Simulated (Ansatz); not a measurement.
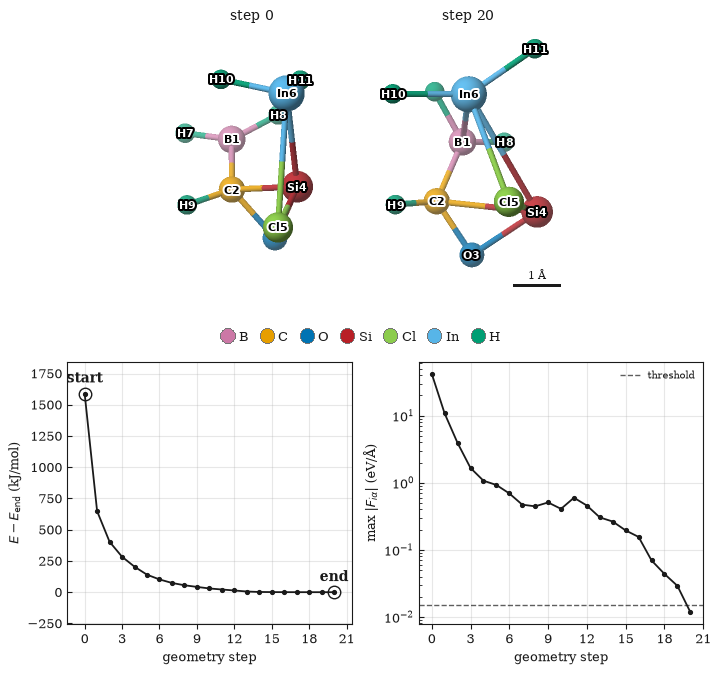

First and last geometry of a relaxation of CH5BClInOSi, with the history of the run. The picture is a ball-and-stick view, seen from a free direction.

The run prepares an end point of a later path (torsion) calculation, from a guessed geometry.

Computed with RKS revPBE-D4/def2-SVP (Ansatz 0.2.0). Settings: no spin polarisation; force threshold 0.015 eV/Å; at most 40 steps.

Q: Did the run converge, and what did it change?

A: It converged. H7 moves most after the best rigid fit: 1.70 Å. Largest moves by element: H 1.70 Å, In 1.10 Å, Si 1.04 Å, Cl 0.68 Å, B 0.59 Å, O 0.55 Å. Some distances before and after: In6–H7 4.954 → 2.397 Å, B1–In6 4.084 → 2.667 Å, Si4–In6 2.470 → 3.205 Å, In6–H11 0.992 → 1.720 Å. New bonds form, among them: B1–In6 (4.08 → 2.67 Å). Among the angles between lasting bonds that change: H10–In6–H11 86.8° → 142.0°, B1–C2–Si4 116.7° → 80.1°, C2–Si4–Cl5 112.3° → 88.9°. After 20 geometry steps the energy has fallen by 1589.7 kJ/mol. Largest force component: 42 eV/Å at the start, 0.012 eV/Å at the end. The run took 65 s on 2 threads of AMD EPYC 7R13 Processor (Zen 3), with other jobs on the host, peak memory 0.24 GiB.
